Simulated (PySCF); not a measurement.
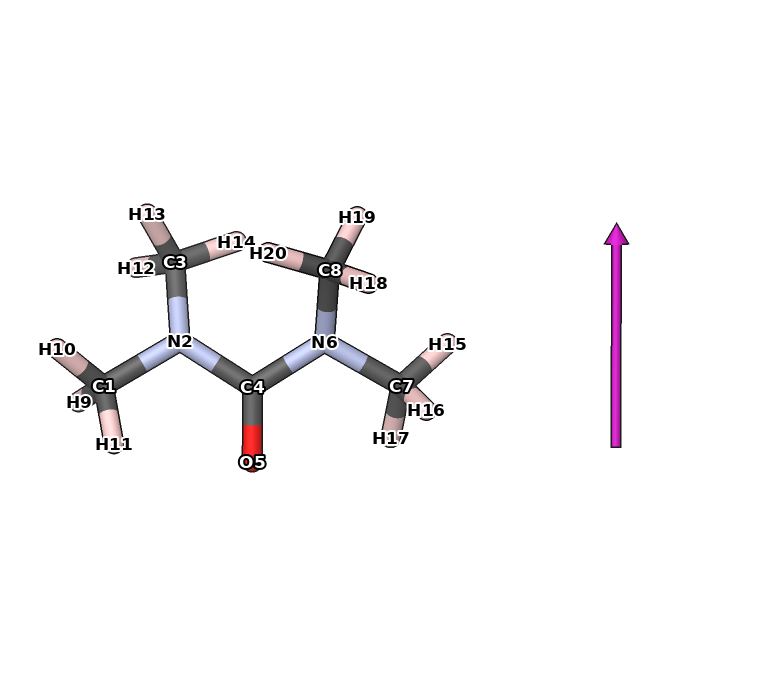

The arrow beside the molecule shows the direction of the dipole moment, from the negative to the positive end (its length means nothing). The geometry was computed by an optimisation with PBE0-D3(BJ)/def2-SVP. No frequency run is at hand to confirm it as a minimum. Properties computed with PBE0/6-311+G(2d,p), gas phase (PySCF 2.14.0).

How large is the dipole moment?

3.45 D; it points from the side of O5 to the side of H13, H19 (the outermost atoms at the two ends).
